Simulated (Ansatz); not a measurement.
In doubt: masses and optical values from hybrid runs of this build are listed as unsure (in some of the runs), which bears on the screening that GW takes from such a start.

Two G0W0 runs on WS2 (Tungstenite).

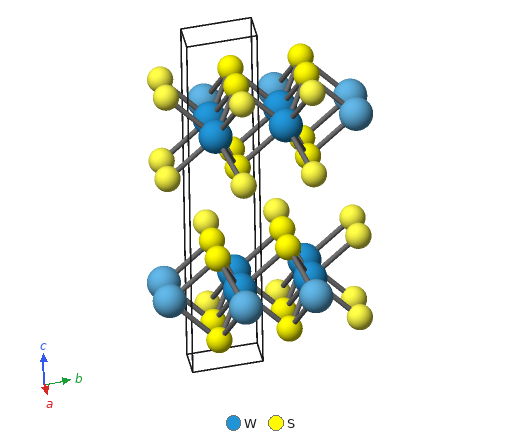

The structure (tungsten blue, sulfur yellow). 2×2×1 cells are drawn. Some periodic images of atoms are drawn too.

The database entry behind the starting cell differs from later determinations by our own check (an axis about 1.4 % long against later determinations), so it need not match the best structure at ambient conditions.

It takes space group P6_3/mmc (No. 194, hexagonal). The conventional cell has a = 3.180 Å, b = 3.180 Å, c = 12.500 Å, α = 90.00°, β = 90.00°, γ = 120.00°. Nearest to W lie 6 S at 2.41 Å. S has 3 W at 2.41 Å nearest. Farther neighbours and most contacts between anions are not listed.

```cif
data_structure
_symmetry_space_group_name_H-M 'P 1'
_symmetry_Int_Tables_number 1
_cell_length_a 3.1800
_cell_length_b 3.1800
_cell_length_c 12.5000
_cell_angle_alpha 90.000
_cell_angle_beta 90.000
_cell_angle_gamma 120.000
_cell_volume 109.47
loop_
_atom_site_label
_atom_site_type_symbol
_atom_site_fract_x
_atom_site_fract_y
_atom_site_fract_z
_atom_site_occupancy
W1 W 0.33333 0.66667 0.25000 1
W2 W 0.66667 0.33333 0.75000 1
S3 S 0.33333 0.66667 0.62500 1
S4 S 0.66667 0.33333 0.12500 1
S5 S 0.33333 0.66667 0.87500 1
S6 S 0.66667 0.33333 0.37500 1
```

The cell and positions come from the Crystallography Open Database and are kept as given unless a step says otherwise. Spin-orbit coupling is left out unless a run names it. PAW set soft_2, made with PBE.

The first (Ansatz 0.2.0; start HSE06, 6×6×2 mesh, 703 empty bands, screening to 200 eV; 1 × NVIDIA H100 80GB HBM3 (shared by 3 runs) with 3 threads of AMD EPYC 7R13 (Zen 3), shared host) gave, on its mesh: starting gap 1.58 eV, G0W0 gap 1.67 eV, RPA ε∞ (mean) 8.95, 2.1 min.

**Question.** The second changes start from HSE06 to PBE and frequency model from contour deformation to plasmon pole. What does it give?

It gave: starting gap 1.05 eV, G0W0 gap 1.47 eV, RPA ε∞ (mean) 11.10, 42 s. The G0W0 gap moves by −0.20 eV, −0.53 eV from the start and +0.33 eV from the correction. Σc changes by +0.02 eV at the valence top and −0.01 eV at the conduction bottom, and Σx − Vxc between them by +0.36 eV.

Limits: not at the basis limit; no spin-orbit coupling.

[Paths, hosts, dates, memory and timing lines, banners, echoed tables and standing remarks are left out of the program output.]

[Logs are printed without paths, hosts, clocks, repeated set-up lines and the standing remarks that a program may print on its own settings, such as how far it seeks lower states.]

[Runs of the session that timed out or met a known fault of the program may be left out.]

[Cells called generated may have been cut or substituted from an entry of the Crystallography Open Database or the Materials Project.]

[Hosts, paths, dates, database ids (printed as entryN), source tags and the programs' standing remarks are cut or masked in the printed files.]
